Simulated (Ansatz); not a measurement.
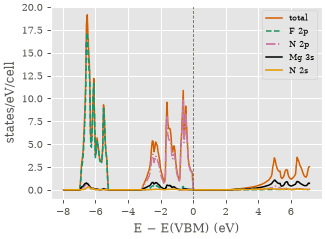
*Total and projected density of states of Mg2NF in space group I4_1/amd (No. 141; Mg on 8e, N on 4a, F on 4b), DFT-PBEsol in the program Ansatz with PAW potentials*

Problem. Which orbitals carry the states next to the gap?

Solution. Top 1 eV of the valence band: N 2p 92 %. Bottom 1 eV of the conduction band: Mg 3s 51 %, N 2s 26 %, N 2p 11 %, F 2s 7 %. Projections are on Löwdin-orthogonalised atomic valence shells; empty p or d shells of many metals are not among them.

Problem. Where is the tallest occupied peak in this window, and what makes it?

Solution. Near -6.5 eV, about 19 states/eV per cell; the largest projected share is F 2p.

The workflow started from a Materials Project entry (that database holds measured and hypothetical structures alike); the Crystallography Open Database files this formula in space group No. 141, but the cells were not matched. Whether it is the stable phase at ambient conditions was not checked. Symmetry was held in the PBEsol relaxation; whether a distortion lowers the energy is not shown.

Potentials: the later of the program's two PAW sets.
